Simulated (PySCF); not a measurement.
**What a change does: NMR shielding calculation on C6H16O2Si**

System: C6H16O2Si.
Method of the first run: GIAO PBE0/pcSseg-1 NMR shielding, non-relativistic, IEF-PCM cyclohexane (PySCF 2.14.0).

The geometry comes from this level: PBE0-D3(BJ)/def2-SVP. Text and figures count atoms from 1; the logs count them from 0 in places.

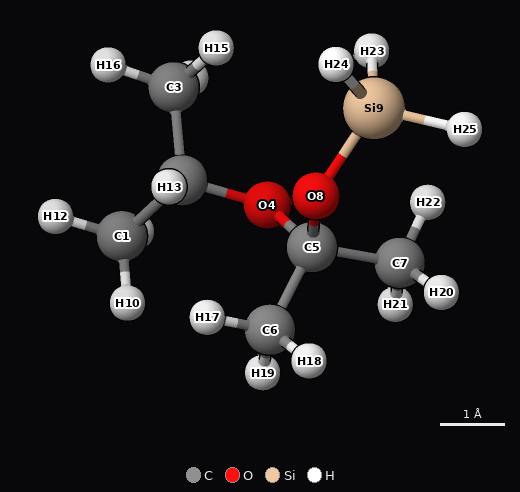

**Figure 1.** The structure (ball-and-stick view, seen at a tilt; atoms are numbered from 1 in the order of the input). Bond lengths as drawn: C–C 1.52 Å, C–H 1.10 Å, C–O 1.40 to 1.42 Å, H–Si 1.49 to 1.50 Å and O–Si 1.67 Å.

### Input, the first run
```
{"job": {"kind": "nmr", "xc": "PBE0", "basis": "pcSseg-1", "solvent": "cyclohexane", "pop": false}, "charge": 0, "multiplicity": 1}
C      2.573727    -0.207888    -0.580400
C      1.308633    -0.577139     0.176226
C      1.284718    -2.043592     0.565634
O      0.170681    -0.329980    -0.640894
C     -0.654324     0.753825    -0.320844
C      0.078133     2.088728    -0.331806
C     -1.766196     0.720430    -1.356455
O     -1.168195     0.605161     0.990181
Si    -2.330159    -0.480081     1.504938
H      2.590882     0.860247    -0.838495
H      2.632884    -0.784374    -1.516672
H      3.469705    -0.429149     0.019587
H      1.230863     0.028645     1.095906
H      1.289230    -2.674478    -0.336828
H      0.377633    -2.280183     1.139549
H      2.161918    -2.304199     1.176815
H      0.860187     2.108679     0.439380
H     -0.629220     2.899505    -0.110507
H      0.535069     2.267848    -1.315004
H     -2.510172     1.502820    -1.152322
H     -1.349452     0.871326    -2.361427
H     -2.257384    -0.264514    -1.344521
H     -2.127673    -1.844155     0.930111
H     -2.198628    -0.532539     2.987198
H     -3.705274    -0.013639     1.148670
```

The first line tells a small driver script what to run in PySCF; the rest is the geometry in Å.

Launched with:
```bash
OMP_NUM_THREADS=1 python <driver script> task.json out
```

Hardware: 1 CPU thread, shared host.

### Output (the first run)
```
coarse grid: 20232 points
cycle   1  E = -677.3800572730  dE =  7.976e-01  |g| = 8.978e-01  |ddm| = 4.173e+00
cycle   2  E = -677.2344715691  dE =  1.456e-01  |g| = 1.272e+00  |ddm| = 1.684e+00
cycle   3  E = -677.5316046412  dE = -2.971e-01  |g| = 1.386e-01  |ddm| = 1.129e+00
cycle   4  E = -677.5350643431  dE = -3.460e-03  |g| = 4.342e-02  |ddm| = 1.288e-01
cycle   5  E = -677.5354221664  dE = -3.578e-04  |g| = 1.402e-02  |ddm| = 3.842e-02
cycle   6  E = -677.5354527494  dE = -3.058e-05  |g| = 4.285e-03  |ddm| = 1.301e-02
cycle   7  E = -677.5354561402  dE = -3.391e-06  |g| = 3.652e-04  |ddm| = 3.259e-03
final grid: 187544 points
cycle   8  E = -677.6122635124  dE = -5.787e-05  |g| = 1.421e-02  |ddm| = 4.154e-02
cycle   9  E = -677.6122296008  dE =  3.391e-05  |g| = 1.984e-02  |ddm| = 2.229e-02
cycle  10  E = -677.6123031409  dE = -7.354e-05  |g| = 1.490e-03  |ddm| = 1.308e-02
cycle  11  E = -677.6123036137  dE = -4.728e-07  |g| = 2.168e-04  |ddm| = 1.491e-03
cycle  12  E = -677.6123036238  dE = -1.018e-08  |g| = 6.282e-05  |ddm| = 2.719e-04
cycle  13  E = -677.6123036244  dE = -6.000e-10  |g| = 3.109e-05  |ddm| = 7.286e-05
converged SCF energy = -677.6123036244

GIAO shielding tensors (ppm)
atom      isotropic    diamagn.    paramagn.     s11        s22        s33       span
  0 C      159.226     247.514     -88.289    141.538    151.140    185.000     43.462
  1 C      121.359     244.928    -123.569     88.514    115.698    159.865     71.351
  2 C      158.847     248.126     -89.279    140.524    152.676    183.341     42.817
  3 O      210.531     405.899    -195.369    165.102    228.099    238.392     73.290
  4 C       85.338     239.889    -154.550     67.101     84.744    104.170     37.069
  5 C      156.615     250.009     -93.394    135.815    151.400    182.632     46.817
  6 C      153.798     250.232     -96.434    135.750    142.242    183.402     47.652
  7 O      258.497     401.507    -143.010    202.841    284.805    287.846     85.006
  8 Si     395.692     880.200    -484.508    352.513    366.233    468.331    115.817
  9 H       29.945      31.263      -1.318     24.726     30.301     34.807     10.081
 10 H       30.188      30.452      -0.264     27.340     28.036     35.188      7.847
 11 H       30.379      29.269       1.109     25.983     27.733     37.420     11.437
 12 H       27.363      34.465      -7.102     24.799     27.924     29.367      4.568
 13 H       30.116      31.031      -0.915     27.395     27.955     34.998      7.603
 14 H       29.845      32.362      -2.517     24.620     29.637     35.279     10.659
 15 H       30.343      29.832       0.511     26.028     27.805     37.196     11.169
 16 H       29.463      32.271      -2.808     25.708     29.297     33.382      7.674
 17 H       30.005      30.572      -0.566     26.190     28.128     35.698      9.508
 18 H       30.280      31.611      -1.332     26.801     28.073     35.964      9.163
 19 H       29.988      30.814      -0.826     27.027     27.167     35.768      8.741
 20 H       29.779      30.993      -1.214     26.186     27.815     35.336      9.150
 21 H       29.752      32.268      -2.516     26.496     28.571     34.189      7.693
 22 H       26.199      30.970      -4.771     22.601     25.728     30.268      7.667
 23 H       26.675      29.374      -2.699     23.275     24.663     32.086      8.811
 24 H       26.493      28.961      -2.468     22.761     24.656     32.064      9.303
```

For the second run the input was changed thus:
```diff
-"solvent": "cyclohexane"
-"pop": false
+"solvent": "chloroform"
+"pop": true
```

How does the second run compare with the first run?

The total energy of the second run is 1.1 kcal/mol lower: the change of the electrostatic solvation energy at this fixed geometry, without cavity or dispersion terms. The dipole moment goes from 0.66 to 0.72 D. Of all shieldings, the largest change is that of O4, by +0.8 ppm. The SCF takes 14 iterations against 13.

### Output (the second run)
```
coarse grid: 20232 points
cycle   1  E = -677.3837491848  dE =  7.942e-01  |g| = 8.943e-01  |ddm| = 4.173e+00
cycle   2  E = -677.2453996198  dE =  1.383e-01  |g| = 1.256e+00  |ddm| = 1.628e+00
cycle   3  E = -677.5335549363  dE = -2.882e-01  |g| = 1.352e-01  |ddm| = 1.083e+00
cycle   4  E = -677.5368475135  dE = -3.293e-03  |g| = 4.198e-02  |ddm| = 1.235e-01
cycle   5  E = -677.5371837358  dE = -3.362e-04  |g| = 1.313e-02  |ddm| = 3.590e-02
cycle   6  E = -677.5372101894  dE = -2.645e-05  |g| = 4.140e-03  |ddm| = 1.198e-02
cycle   7  E = -677.5372133284  dE = -3.139e-06  |g| = 3.443e-04  |ddm| = 3.045e-03
final grid: 187544 points
cycle   8  E = -677.6140117598  dE = -5.808e-05  |g| = 1.419e-02  |ddm| = 4.154e-02
cycle   9  E = -677.6139784934  dE =  3.327e-05  |g| = 1.976e-02  |ddm| = 2.214e-02
cycle  10  E = -677.6140512770  dE = -7.278e-05  |g| = 1.482e-03  |ddm| = 1.292e-02
cycle  11  E = -677.6140517432  dE = -4.663e-07  |g| = 2.055e-04  |ddm| = 1.441e-03
cycle  12  E = -677.6140517523  dE = -9.069e-09  |g| = 6.220e-05  |ddm| = 2.511e-04
cycle  13  E = -677.6140517528  dE = -5.434e-10  |g| = 3.261e-05  |ddm| = 6.968e-05
cycle  14  E = -677.6140517530  dE = -1.846e-10  |g| = 5.841e-06  |ddm| = 2.586e-05
converged SCF energy = -677.6140517530

GIAO shielding tensors (ppm)
atom      isotropic    diamagn.    paramagn.     s11        s22        s33       span
  0 C      159.444     247.658     -88.214    141.770    151.276    185.286     43.516
  1 C      121.256     244.936    -123.679     88.301    115.547    159.921     71.620
  2 C      159.034     248.366     -89.332    140.676    152.794    183.632     42.956
  3 O      211.318     406.166    -194.848    165.828    228.431    239.695     73.867
  4 C       85.205     239.914    -154.709     67.166     84.514    103.936     36.771
  5 C      156.800     250.074     -93.274    135.904    151.532    182.965     47.060
  6 C      154.004     250.344     -96.339    135.865    142.416    183.732     47.866
  7 O      258.953     401.721    -142.768    203.527    285.120    288.211     84.684
  8 Si     395.322     880.183    -484.862    352.290    366.011    467.664    115.374
  9 H       29.913      31.251      -1.338     24.679     30.258     34.801     10.121
 10 H       30.217      30.488      -0.270     27.360     28.064     35.228      7.868
 11 H       30.322      29.214       1.108     25.912     27.657     37.398     11.486
 12 H       27.342      34.459      -7.117     24.766     27.922     29.338      4.572
 13 H       30.147      31.087      -0.939     27.422     27.985     35.035      7.612
 14 H       29.852      32.401      -2.549     24.628     29.634     35.295     10.667
 15 H       30.278      29.787       0.491     25.948     27.720     37.167     11.219
 16 H       29.444      32.253      -2.809     25.673     29.269     33.388      7.715
 17 H       29.983      30.550      -0.566     26.154     28.092     35.704      9.550
 18 H       30.223      31.542      -1.319     26.727     27.993     35.949      9.221
 19 H       29.925      30.744      -0.820     26.932     27.094     35.748      8.815
 20 H       29.754      30.967      -1.213     26.150     27.773     35.338      9.187
 21 H       29.762      32.275      -2.513     26.500     28.566     34.220      7.720
 22 H       26.210      30.970      -4.759     22.608     25.743     30.280      7.672
 23 H       26.679      29.373      -2.694     23.276     24.666     32.096      8.820
 24 H       26.493      28.956      -2.463     22.763     24.652     32.064      9.302
```

### The two runs side by side

| quantity | the first run | the second run |
| --- | --- | --- |
| outcome | converged | converged |
| total energy (hartree) | −677.612304 | −677.614052 |
| HOMO (eV) | −7.59 | −7.61 |
| LUMO (eV) | 0.69 | 0.69 |
| dipole moment (D) | 0.66 | 0.72 |
| shielding of C1 (ppm) | 159.2 | 159.4 |
| shielding of C3 (ppm) | 158.8 | 159.0 |
| shielding of O4 (ppm) | 210.5 | 211.3 |
| shielding of C6 (ppm) | 156.6 | 156.8 |
| shielding of C7 (ppm) | 153.8 | 154.0 |
| shielding of O8 (ppm) | 258.5 | 259.0 |
| shielding of Si9 (ppm) | 395.7 | 395.3 |
| SCF iterations | 13 | 14 |
| basis functions | 240 | 240 |
| wall time (shared host) | 74 s | 84 s |
